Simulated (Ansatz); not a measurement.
GeBrF: several calculations on one system

### Relaxation

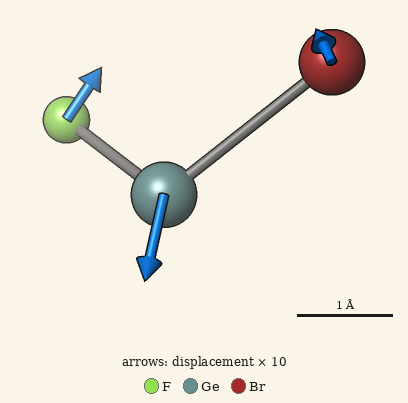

A relaxation of GeBrF (coarse preliminary run). The starting structure is drawn; blue arrows show the displacements, 10 times their true length. The two geometries are superimposed by the best rigid fit.

A ball-and-stick model, seen at a tilt.

Computed with Ansatz 0.2.0, RKS PBE-D4/def2-SVP. Set-up: force threshold 0.03 eV/Å; at most 250 steps.

> Which element moves most?

Germanium: up to 0.10 Å, against 0.07 Å for fluorine.

> What happened in the run?

The atom that moves furthest after the best rigid fit is the Ge atom (0.10 Å). By element the largest moves are Ge 0.10 Å, F 0.07 Å, Br 0.05 Å. Near-neighbour distances that change, for instance: Br–Ge 2.296 → 2.367 Å, F–Ge 1.707 → 1.773 Å. Bond angles that change, for instance: F–Ge–Br 108.0° → 99.9°. The optimiser took 5 steps. The run took roughly 5 core-seconds on a shared host.

### Relaxation

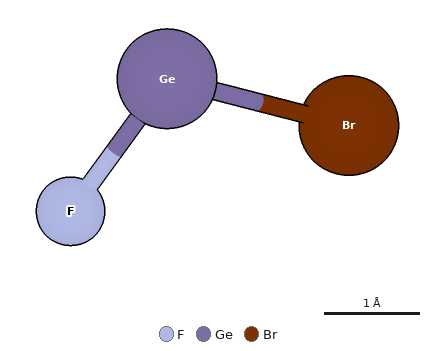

Starting structure of GeBrF. A ball-and-stick model, seen at a tilt.

Level of theory: RKS PBE0-D4/def2-TZVP in Ansatz 0.2.0.

Input
```yaml
crystal:
  periodic: [false, false, false]
  atoms:
    - {symbol: F, position_ang: [-0.763336, 1.276386, -0.287698]}
    - {symbol: Ge, position_ang: [-0.657711, -0.489635, -0.409653]}
    - {symbol: Br, position_ang: [1.410046, -0.851550, 0.684151]}
basis:
  gaussian: {orbitals: def2-TZVP}
hamiltonian: {xc: pbe0, dispersion: d4}
relax: {f_tol: 0.005, max_steps: 200}
```

Q: Predict the outcome.

A: Over 3 accepted moves (4 points after the start) the energy falls by 0.31 kcal/mol. The largest force component goes from 0.62 to 0.0041 eV/Å. The line search rejected the trial step at point 2 of the run. F1 moves most after the best rigid fit: 0.034 Å. By element the largest moves are F 0.034 Å, Br 0.033 Å, Ge 0.001 Å. Near-neighbour distances that change, for instance: Ge2–Br3 2.367 → 2.341 Å, F1–Ge2 1.773 → 1.749 Å.

The structure at the end:

```xyz
3

F    -0.7404    1.2530   -0.2775
Ge   -0.6585   -0.4886   -0.4100
Br    1.3879   -0.8293    0.6743
```

### Scan

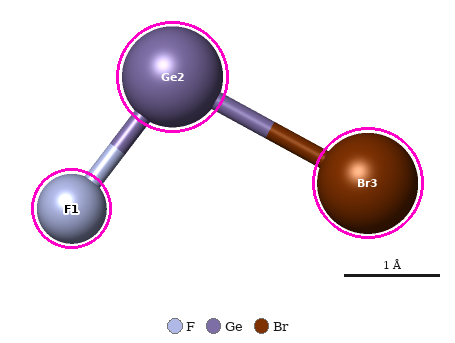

Energy scan for GeBrF, in which the Ge2–Br3 distance and the F1–Ge2 distance are varied on a grid, with the rest of the molecule carried along rigidly. The picture shows the minimum geometry. The ringed atoms are those of the scanned coordinate. A ball-and-stick model, seen face on.

Single-point energies from Ansatz with r2SCAN-D4 in the def2-TZVPP basis, on geometries moved rigidly from the minimum at PBE0-D4/def2-TZVP. Energies are counted from the PBE0-D4/def2-TZVP minimum geometry at the same level.

Input
```yaml
crystal:
  periodic: [false, false, false]
  atoms:
    - {symbol: F, position_ang: [-0.740074, 1.253225, -0.277336]}
    - {symbol: Ge, position_ang: [-0.658657, -0.488357, -0.410040]}
    - {symbol: Br, position_ang: [1.387730, -0.829667, 0.674176]}
basis:
  gaussian: {orbitals: def2-TZVPP}
hamiltonian: {xc: r2scan, dispersion: d4}
```

What energies does the calculation give on a grid with rows 1.920, 2.063, 2.273, 2.518, 2.790, 3.083, 3.394 and columns 1.574, 1.625, 1.699, 1.787, 1.883, 1.988, 2.098 (Ge2–Br3 distance (Å); F1–Ge2 distance (Å))?

Answer. Rows: Ge2–Br3 distance (Å); columns: F1–Ge2 distance (Å); values in kJ/mol.

```csv
,1.574,1.625,1.699,1.787,1.883,1.988,2.098
1.920,255.8,222.4,195.5,186.9,195.6,217.6,248.0
2.063,126.7,95.2,71.1,65.2,76.5,101.0,133.6
2.273,57.1,27.9,6.8,4.2,18.7,46.3,81.7
2.518,61.3,34.2,15.7,16.0,33.4,64.0,102.2
2.790,106.5,80.9,64.6,67.2,87.1,120.1,160.7
3.083,166.5,141.9,127.2,131.6,153.2,188.1,230.5
3.394,226.3,202.5,188.6,194.2,217.0,253.2,296.8
```

In pairs of (Ge2–Br3 distance (Å); F1–Ge2 distance (Å)): the lowest computed point lies at (2.273, 1.787) (4.2 kJ/mol), the highest at (3.394, 2.098) (296.8 kJ/mol).  Over the ranges scanned the energy rises more along the first axis, the Ge2–Br3 distance.

### Energy map

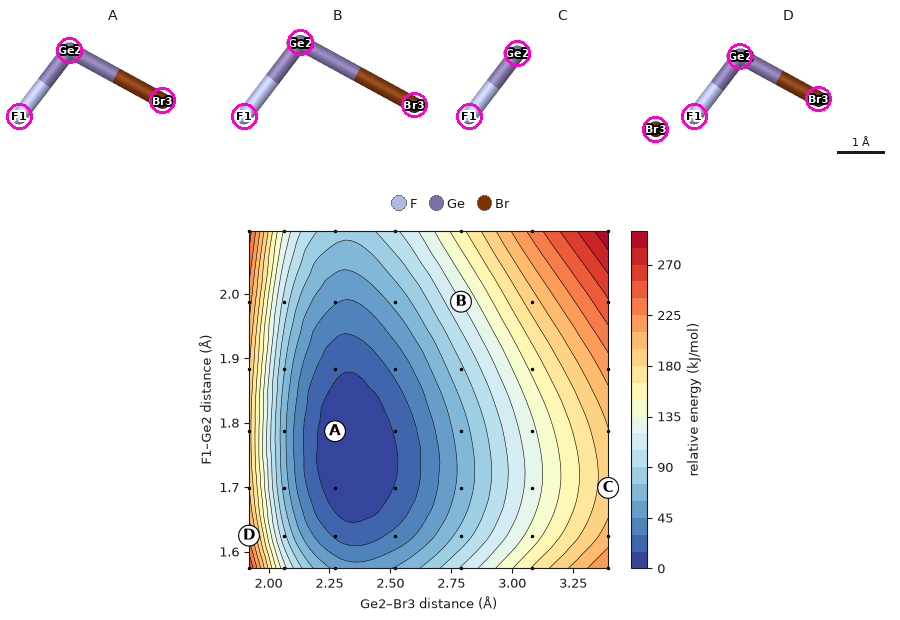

Energy scan for GeBrF, in which the Ge2–Br3 distance and the F1–Ge2 distance are varied on a grid, with the rest of the molecule carried along rigidly. The map is interpolated between the computed points (dots). The lettered frames are marked on it. Style: stick. Shown face on. The ringed atoms are those of the scanned coordinates.

Computed with Ansatz: r2SCAN-D4, basis def2-TZVPP, on geometries moved rigidly from the minimum at PBE0-D4/def2-TZVP. Energies are counted from the PBE0-D4/def2-TZVP minimum geometry at the same level.

Question: What does the map show?

Answer: In pairs of (Ge2–Br3 distance (Å); F1–Ge2 distance (Å)): the lowest computed point lies at (2.273, 1.787) (4.2 kJ/mol), the highest at (3.394, 2.098) (296.8 kJ/mol).  Over the ranges scanned the energy rises more along the first axis, the Ge2–Br3 distance. The frames lie at A (2.273, 1.787): 4.2 kJ/mol, B (2.790, 1.988): 120.1 kJ/mol, C (3.394, 1.699): 188.6 kJ/mol, D (1.920, 1.625): 222.4 kJ/mol.
